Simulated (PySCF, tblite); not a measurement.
**C₄H₁₁BO₂Si: geometry, infrared bands and NMR shifts**

Wanted: the infrared bands and NMR shifts of C₄H₁₁BO₂Si (`B[C@@]1(CC)CO[SiH2]O1`), by calculation.

The runs use tblite 0.8.0 and PySCF 2.14.0, with density-fitted response routines of our own; the level of theory stands in each step. All values are computed, except where a source is named. Atoms count from 0, in the outputs and in this text.

**1. The molecule as given**

19 atoms, charge 0, multiplicity 1; geometry from: force field or distance geometry start.

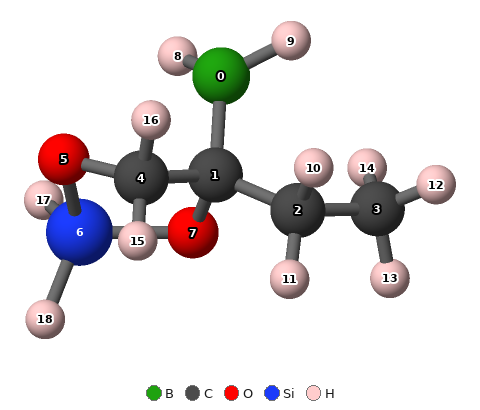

As it starts; boron green, carbon dark grey, oxygen red, silicon blue, hydrogen pink, atoms numbered.

**2. Geometry optimisation with GFN2-xTB**

What the job is given:

```
{"job": {"kind": "relax", "xc": "GFN2-xTB", "basis": "xTB"}, "charge": 0, "multiplicity": 1}
B      0.038200     1.666500     0.374300
C      0.100400     0.162600    -0.104700
C     -1.196400    -0.396300    -0.575200
C     -2.311800    -0.375600     0.415400
C      1.124100     0.118800    -1.203000
O      2.358400     0.424100    -0.611900
Si     2.260100    -0.669300     0.725900
O      0.552400    -0.694500     0.919500
H      0.783800     1.988900     1.231000
H     -1.033600     2.192400     0.373800
H     -1.529000     0.235700    -1.447300
H     -1.092800    -1.443300    -0.945300
H     -3.254900    -0.025400    -0.019700
H     -2.453100    -1.428100     0.816000
H     -2.077700     0.254200     1.312100
H      1.141700    -0.840300    -1.713200
H      0.900200     0.988700    -1.875800
H      2.914300    -0.161200     1.928200
H      2.765900    -1.988800     0.392500
```

Run with:

```console
$ OMP_NUM_THREADS=1 python probes_run.py task.json out
```

This one command runs all jobs of the session in turn.

Standard output:

```text
step      E/eV     max force
  0    -688.96404    3.028
  1    -689.42162    1.586
  2    -689.59786    1.108
  3    -689.68641    0.789
  4    -689.76456    0.542
  5    -689.79659    0.433
  6    -689.82271    0.371
  7    -689.83439    0.325
  8    -689.84571    0.302
  9    -689.85911    0.307
 10    -689.87501    0.325
 11    -689.88807    0.232
 12    -689.89707    0.199
 13    -689.90499    0.241
 14    -689.91667    0.286
 15    -689.93321    0.350
 16    -689.95183    0.338
 17    -689.96748    0.291
 18    -689.98131    0.363
 19    -689.99363    0.324
 20    -690.00416    0.229
 21    -690.01263    0.189
 22    -690.01959    0.188
 23    -690.02593    0.227
 24    -690.03123    0.181
 25    -690.03554    0.170
 26    -690.03845    0.129
 27    -690.04053    0.119
 28    -690.04231    0.100
 29    -690.04432    0.107
 30    -690.04590    0.109
 31    -690.04776    0.140
 32    -690.05016    0.146
 33    -690.05308    0.133
 34    -690.05604    0.155
 35    -690.05890    0.161
 36    -690.06196    0.150
 37    -690.06599    0.177
 38    -690.07092    0.216
 39    -690.07025    0.260
 40    -690.07833    0.187
 41    -690.08160    0.145
 42    -690.08853    0.148
 43    -690.09226    0.171
 44    -690.10184    0.239
 45    -690.10694    0.192
 46    -690.11135    0.289
 47    -690.11475    0.187
 48    -690.11956    0.154
 49    -690.12554    0.189
 50    -690.12847    0.103
 51    -690.13158    0.098
 52    -690.13362    0.095
 53    -690.13546    0.085
 54    -690.13706    0.071
 55    -690.13798    0.070
 56    -690.13867    0.067
 57    -690.13935    0.049
 58    -690.14044    0.049
 59    -690.14121    0.043
 60    -690.14172    0.052
 61    -690.14204    0.043
 62    -690.14239    0.040
 63    -690.14276    0.044
 64    -690.14310    0.048
 65    -690.14339    0.036
 66    -690.14362    0.033
 67    -690.14382    0.036
 68    -690.14399    0.034
 69    -690.14413    0.034
 70    -690.14425    0.022
 71    -690.14434    0.020
 72    -690.14443    0.022
 73    -690.14453    0.021
 74    -690.14465    0.020
 75    -690.14477    0.019
 76    -690.14487    0.021
 77    -690.14495    0.025
 78    -690.14504    0.022
 79    -690.14516    0.026
 80    -690.14530    0.021
 81    -690.14541    0.017
 82    -690.14548    0.017
 83    -690.14552    0.016
 84    -690.14555    0.014
 85    -690.14559    0.016
 86    -690.14564    0.017
 87    -690.14570    0.016
 88    -690.14574    0.015
 89    -690.14577    0.012
 90    -690.14580    0.013
 91    -690.14583    0.014
 92    -690.14587    0.019
 93    -690.14590    0.016
 94    -690.14593    0.013
 95    -690.14596    0.016
 96    -690.14601    0.018
 97    -690.14607    0.022
 98    -690.14613    0.018
 99    -690.14617    0.016
100    -690.14620    0.015
101    -690.14624    0.021
102    -690.14630    0.026
103    -690.14635    0.019
104    -690.14639    0.014
105    -690.14641    0.013
106    -690.14643    0.012
107    -690.14644    0.010
108    -690.14645    0.005
```

Run time: 2.4 s. Hardware: 1 thread of Intel Xeon at 2.50GHz, shared host; peak memory 0.18 GiB.

Relaxation path: (not every step is listed)

```
step  energy from step 0 (eV)  largest force (eV/Å)
   0                   0.0000                3.0282
   1                  -0.4576                1.5863
   2                  -0.6338                1.1076
   3                  -0.7224                0.7888
   4                  -0.8005                0.5423
   5                  -0.8326                0.4334
   6                  -0.8587                0.3710
   7                  -0.8704                0.3247
   8                  -0.8817                0.3021
  17                  -1.0034                0.2911
  26                  -1.0744                0.1289
  35                  -1.0949                0.1612
  44                  -1.1378                0.2388
  53                  -1.1714                0.0853
  62                  -1.1784                0.0404
  71                  -1.1803                0.0199
  80                  -1.1813                0.0209
  89                  -1.1817                0.0119
  98                  -1.1821                0.0179
 103                  -1.1823                0.0187
 104                  -1.1824                0.0143
 105                  -1.1824                0.0133
 106                  -1.1824                0.0117
 107                  -1.1824                0.0100
 108                  -1.1824                0.0054
```

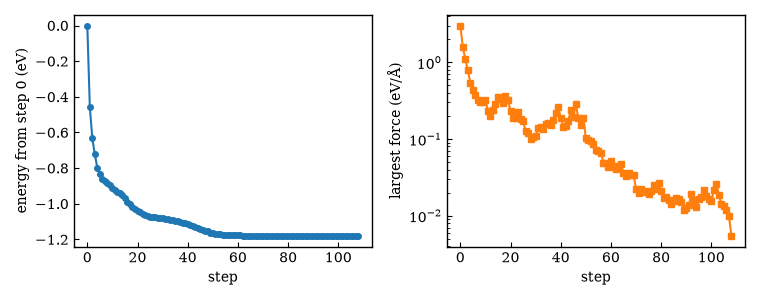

Energy and largest force along the relaxation.

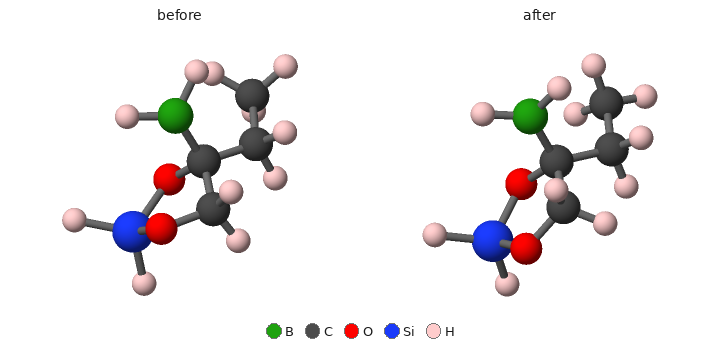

Before and after, at one scale.

Distances of close pairs at the start and the end, largest changes first:

```csv
bond,before (Å),after (Å),change (Å)
Si6–O7,1.719,1.622,-0.097
O5–Si6,1.731,1.645,-0.085
C1–C4,1.502,1.579,+0.077
C3–H13,1.135,1.087,-0.048
C1–C2,1.488,1.531,+0.042
C2–H10,1.127,1.092,-0.035
C3–H14,1.121,1.088,-0.033
C2–C3,1.492,1.524,+0.032
```

The next job starts from the end point, and lists it.

**3. Infrared spectrum with GFN2-xTB**

What the job is given:

```
{"job": {"kind": "ir", "xc": "GFN2-xTB", "basis": "xTB"}, "charge": 0, "multiplicity": 1}
B     -0.030024     1.739992     0.415354
C      0.046998     0.230107    -0.011170
C     -1.215554    -0.431509    -0.569660
C     -2.304501    -0.525846     0.492682
C      1.137615     0.390376    -1.142098
O      2.329884    -0.164107    -0.711760
Si     2.183747    -0.943884     0.729441
O      0.607675    -0.638856     0.959643
H      0.662894     2.136639     1.264183
H     -0.720631     2.456620    -0.194722
H     -1.573375     0.153601    -1.419217
H     -0.960235    -1.435810    -0.918701
H     -3.176838    -1.043450     0.100253
H     -1.931747    -1.070997     1.355704
H     -2.602050     0.469250     0.816310
H      0.801443    -0.115552    -2.053189
H      1.308049     1.449506    -1.380903
H      3.037531    -0.273738     1.698819
H      2.389314    -2.373092     0.561569
```

Standard output:

```text
mode    cm-1     km/mol
  1      43.4      0.99
  2     103.9      0.40
  3     115.4     10.01
  4     131.8     11.40
  5     194.5      2.53
  6     208.3      0.12
  7     304.1      2.02
  8     348.3      0.63
  9     392.6      1.98
 10     424.1      3.27
 11     476.4      5.64
 12     489.5     22.99
 13     613.0      4.85
 14     617.0    138.17
 15     674.6     59.87
 16     763.2      6.89
 17     790.4    130.84
 18     798.0    138.02
 19     806.2    113.82
 20     816.3      5.86
 21     827.6    206.18
 22     862.5    112.58
 23     927.1     65.72
 24     977.0     21.09
 25    1018.5     19.27
 26    1044.4     83.12
 27    1107.0      9.60
 28    1129.5    196.16
 29    1147.1     20.68
 30    1148.4     28.40
 31    1180.0     19.76
 32    1236.4      1.58
 33    1275.9      4.50
 34    1296.9     13.68
 35    1328.4      0.28
 36    1406.1      3.18
 37    1472.4      0.07
 38    1478.5      1.18
 39    1491.8      2.99
 40    1502.9      2.81
 41    2315.1    417.10
 42    2354.1    149.53
 43    2659.6     73.86
 44    2710.8    106.56
 45    2867.6     54.78
 46    2917.9     38.88
 47    2960.2     39.37
 48    2976.8     40.48
 49    3033.0     47.78
 50    3034.3     33.46
 51    3051.5     19.98
```

It took 2.2 s on 1 thread of Intel Xeon at 2.50GHz, shared host; peak memory 0.18 GiB.

The strongest bands and the atoms that carry them (share of the mass-weighted mode):

```csv
cm⁻¹,km/mol,atoms
617,138.2,"H18 40 %, H17 36 %, Si6 16 %"
790,130.8,"H9 27 %, H8 21 %, B0 19 %"
798,138.0,"H8 22 %, H9 21 %, B0 15 %, O5 12 %"
806,113.8,"O5 29 %, Si6 23 %"
828,206.2,"H17 39 %, H18 37 %"
1130,196.2,"C4 47 %, O5 41 %"
2315,417.1,"H17 65 %, H18 31 %"
2354,149.5,"H18 66 %, H17 32 %"
```

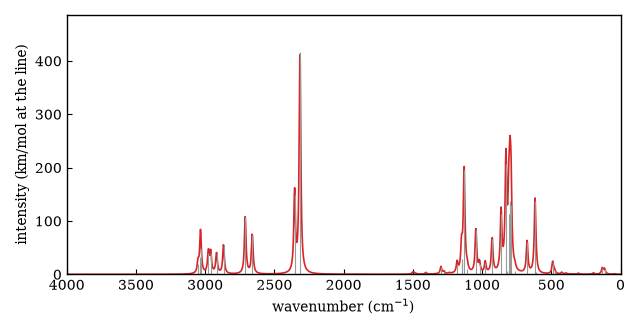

The infrared spectrum from these modes, unscaled. Lines are broadened to a width of 14 cm⁻¹ (Lorentzian).

**4. Shielding tensors: PBE0/pcSseg-1**

The job, as its differences from that of step 3:

```diff
@@ -1,2 +1,2 @@
-{"job": {"kind": "ir", "xc": "GFN2-xTB", "basis": "xTB"}, "charge": 0, "multiplicity": 1}
+{"job": {"kind": "nmr", "xc": "PBE0", "basis": "pcSseg-1"}, "charge": 0, "multiplicity": 1}
 B     -0.030024     1.739992     0.415354
```

Level: GIAO PBE0/pcSseg-1 NMR shielding, non-relativistic, gas phase.

Standard output:

```text
coarse grid: 16048 points
cycle   1  E = -623.0792769810  dE =  1.100e+00  |g| = 9.050e-01  |ddm| = 3.832e+00
cycle   2  E = -622.9014974891  dE =  1.778e-01  |g| = 1.345e+00  |ddm| = 1.894e+00
cycle   3  E = -623.2278767279  dE = -3.264e-01  |g| = 8.930e-02  |ddm| = 1.281e+00
cycle   4  E = -623.2291626349  dE = -1.286e-03  |g| = 4.330e-02  |ddm| = 1.053e-01
cycle   5  E = -623.2295656998  dE = -4.031e-04  |g| = 1.126e-02  |ddm| = 4.273e-02
cycle   6  E = -623.2295858317  dE = -2.013e-05  |g| = 3.932e-03  |ddm| = 1.040e-02
cycle   7  E = -623.2295886668  dE = -2.835e-06  |g| = 6.681e-04  |ddm| = 3.461e-03
final grid: 149480 points
cycle   8  E = -623.2976700041  dE = -4.051e-05  |g| = 1.337e-02  |ddm| = 3.377e-02
cycle   9  E = -623.2976361918  dE =  3.381e-05  |g| = 1.911e-02  |ddm| = 2.334e-02
cycle  10  E = -623.2977047186  dE = -6.853e-05  |g| = 1.279e-03  |ddm| = 1.424e-02
cycle  11  E = -623.2977050696  dE = -3.510e-07  |g| = 2.309e-04  |ddm| = 1.300e-03
cycle  12  E = -623.2977050812  dE = -1.165e-08  |g| = 6.348e-05  |ddm| = 2.626e-04
cycle  13  E = -623.2977050821  dE = -8.606e-10  |g| = 2.364e-05  |ddm| = 7.926e-05
converged SCF energy = -623.2977050821

GIAO shielding tensors (ppm)
atom      isotropic    diamagn.    paramagn.     s11        s22        s33       span
  0 B       24.369     195.198    -170.829    -40.009    -11.752    124.868    164.877
  1 C       97.602     249.000    -151.398     75.280     96.466    121.060     45.780
  2 C      145.056     247.048    -101.992    130.852    138.737    165.579     34.727
  3 C      172.005     246.502     -74.497    157.715    170.709    187.591     29.876
  4 C      126.884     248.832    -121.948     80.287    109.497    190.869    110.582
  5 O      306.935     395.652     -88.717    236.631    299.652    384.521    147.890
  6 Si     349.305     882.196    -532.891    314.095    337.326    396.495     82.400
  7 O      280.538     399.001    -118.463    242.453    276.679    322.482     80.029
  8 H       24.522      31.612      -7.090     17.285     27.169     29.114     11.829
  9 H       24.663      31.624      -6.961     17.378     27.994     28.618     11.240
 10 H       29.881      32.218      -2.337     25.177     29.590     34.875      9.698
 11 H       29.930      32.181      -2.251     25.829     30.180     33.781      7.952
 12 H       30.533      28.005       2.528     26.010     27.516     38.074     12.064
 13 H       29.833      30.072      -0.239     24.681     30.264     34.552      9.871
 14 H       30.918      29.857       1.061     26.586     29.159     37.010     10.425
 15 H       28.113      31.562      -3.449     22.467     27.889     33.982     11.515
 16 H       28.081      30.792      -2.710     23.422     28.061     32.760      9.338
 17 H       26.602      29.841      -3.239     23.146     23.390     33.270     10.124
 18 H       26.497      29.938      -3.441     22.986     23.625     32.878      9.892
```

Run time: 96 s. Hardware: 1 thread of Intel Xeon at 2.50GHz, shared host; peak memory 0.88 GiB.

The references, computed at this level on geometries of the same kind, shield at (ppm): ¹H TMS 31.72, ¹³C TMS 186.9, ²⁹Si TMS 349.2, ¹⁷O H2O 336.1, ¹¹B BF3·OEt2 100.1. Their shielding less the atom's gives the shift. The references are single molecules in the gas phase, so shifts against H2O, NH3, PH3, H3PO4 or CFCl3 are not on the usual liquid scales and can be off by tens of ppm. Atoms listed in one row are averaged.

```
        atoms                                                environment  σ (ppm)  δ (ppm)  δ scaled to CDCl3
           C1             fully substituted sp3 carbon bonded to B and O     97.6     89.3               85.3
           C4                                        sp3 CH2 bonded to O    126.9     60.0               56.7
           C2                                                    sp3 CH2    145.1     41.9               38.9
           C3                                              methyl carbon    172.0     14.9               12.6
       H8, H9                            hydrogen on a boron bonded to C    24.59     7.12                  –
          H18  hydrogen on a silicon bonded to 2 O, in a 5-membered ring    26.50     5.22                  –
          H17  hydrogen on a silicon bonded to 2 O, in a 5-membered ring    26.60     5.11                  –
          H16                         hydrogen on an sp3 CH2 bonded to O    28.08     3.64               3.53
          H15                         hydrogen on an sp3 CH2 bonded to O    28.11     3.60               3.50
          H10                                     hydrogen on an sp3 CH2    29.88     1.84               1.84
          H11                                     hydrogen on an sp3 CH2    29.93     1.79               1.79
H12, H13, H14                                hydrogen on a methyl carbon    30.43     1.29               1.32
           B0                                     boron bonded to C, 2 H     24.4     75.7                  –
           O7               oxygen bonded to C, Si, in a 5-membered ring    280.5     55.5                  –
           O5               oxygen bonded to C, Si, in a 5-membered ring    306.9     29.1                  –
          Si6           silicon bonded to 2 O, 2 H, in a 5-membered ring    349.3     -0.1                  –
```

The scaled column applies a straight-line fit of computed shieldings to shifts measured in CDCl3 (root-mean-square error 0.16 ppm for H, 1.9 ppm for C).

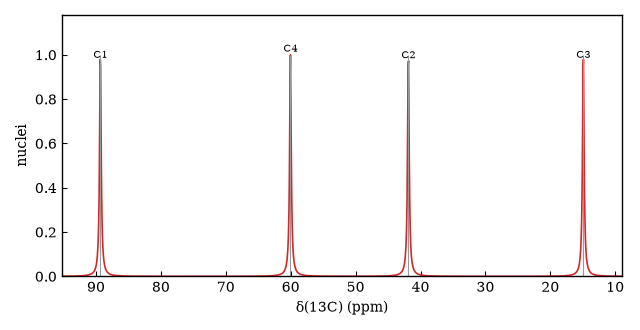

¹³C lines at the computed shifts, without couplings. Lines are broadened to a width of 0.30 ppm (Lorentzian).

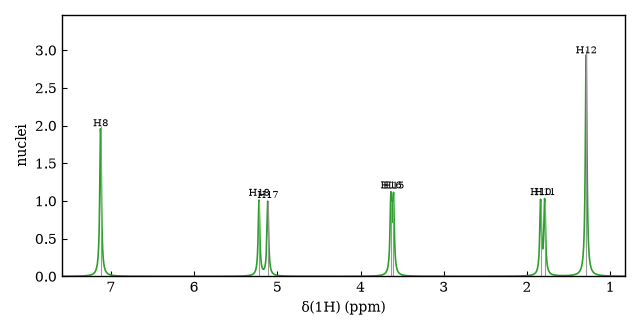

¹H lines at the computed shifts, without couplings. Lines are broadened to a width of 0.02 ppm (Lorentzian).

Charges from the same density, by scheme (e):

```csv
atoms,Mulliken,IAO,Hirshfeld,ESP fit
B0,0.19,0.03,0.14,0.21
C1,-0.25,0.08,0.02,0.26
C2,-0.16,-0.25,-0.07,0.13
C3,-0.26,-0.42,-0.12,-0.35
C4,0.15,-0.05,0.02,0.16
O5,-0.62,-0.64,-0.24,-0.50
Si6,0.98,1.22,0.47,0.83
O7,-0.62,-0.66,-0.23,-0.53
```

Hirshfeld charges:

B0 0.14; C1 0.02; C2 -0.07; C3 -0.12; C4 0.02; O5 -0.24; Si6 0.47; O7 -0.23; H8 -0.05; H9 -0.05; H10 0.04; H11 0.04; H12 0.04; H13 0.04; H14 0.04; H15 0.05; H16 0.05; H17 -0.08; H18 -0.08

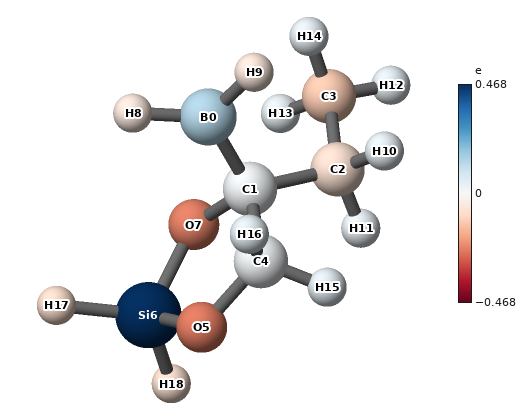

Hirshfeld charges, as colours on the atoms.

Mayer bond orders: B0–C1 0.92, C1–C2 1.00, C2–C3 1.06, C1–C4 0.96, C4–O5 0.91, O5–Si6 0.95, Si6–O7 1.00, O7–C1 0.81.

Ring of atoms C1, C4, O5, Si6, O7: NICS(0) -7.6, NICS(1) -2.1, NICS(1)zz -5.1 ppm (means of both faces).

**5. Results**

```
                                                              quantity                                               value
                             strongest single infrared mode (GFN2-xTB)                               2315 cm⁻¹, 417 km/mol
                                          zero-point energy (GFN2-xTB)                                       91.3 kcal/mol
                                ¹³C shifts against TMS (PBE0/pcSseg-1)                          89.3, 60.0, 41.9, 14.9 ppm
¹H shifts against TMS (PBE0/pcSseg-1, means over atoms taken as alike)  7.12, 5.22, 5.11, 3.64, 3.60, 1.84, 1.79, 1.29 ppm
                           ¹¹B shifts against BF3·OEt2 (PBE0/pcSseg-1)                                            75.7 ppm
                                ¹⁷O shifts against H2O (PBE0/pcSseg-1)                                      55.5, 29.1 ppm
                               ²⁹Si shifts against TMS (PBE0/pcSseg-1)                                            -0.1 ppm
```

Over 108 steps the energy fell by 1.182 eV; of the close pairs, Si6–O7 changed most, 1.719 to 1.622 Å. All 51 modes are real, so the xTB geometry is a minimum. The strongest single mode, at 2315 cm⁻¹, moves mainly H17. GFN2-xTB is a fitted tight-binding method: band positions and strengths are rough. Its intensities can rank the bands wrongly. C1 (fully substituted sp3 carbon bonded to B and O) lies farthest downfield among carbon, at 89.3 ppm; deshielded by the electronegative neighbour. At PBE0/pcSseg-1: The widest tensor belongs to B0: span 165 ppm, with a paramagnetic part of -171 ppm.
